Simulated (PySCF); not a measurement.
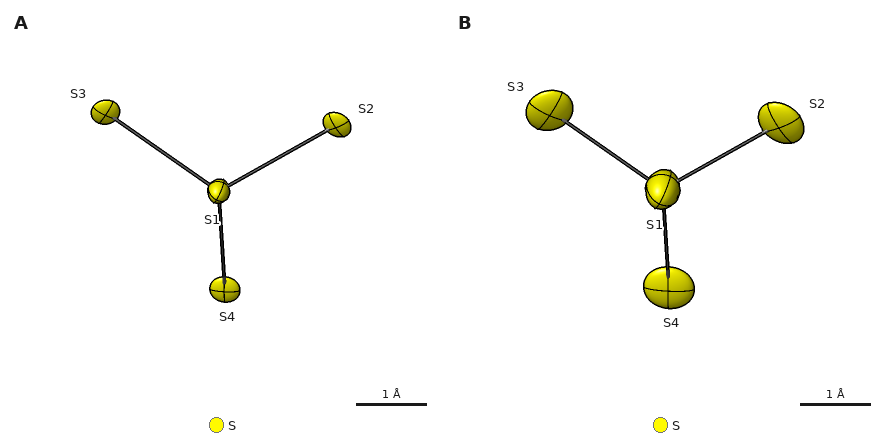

Displacement ellipsoids at the 50 % level, scaled by 3, from the internal vibrations of the free molecule (harmonic, no overall translation or rotation; no half-axis is drawn under 0.075 Å). Charge −1, doublet. Vibrations computed with UKS-based PBE0, S def2-SVPD; non-relativistic; density fitting (PySCF 2.14.0). One panel is for 298 K, the other for 900 K.

### Which panel is for 900 K?

B.

### How much does the mean-square displacement of S4 grow, and why?

U_eq goes from 0.0015 to 0.0041 Å², a factor of 2.7. Modes below kT (626 cm⁻¹ at 900 K) grow about in proportion to T, and the lowest lies at 207 cm⁻¹; the mean-square amplitude of a mode is its zero-point value times coth(ħω/2kT), which comes close to 1 only above about 3kT.
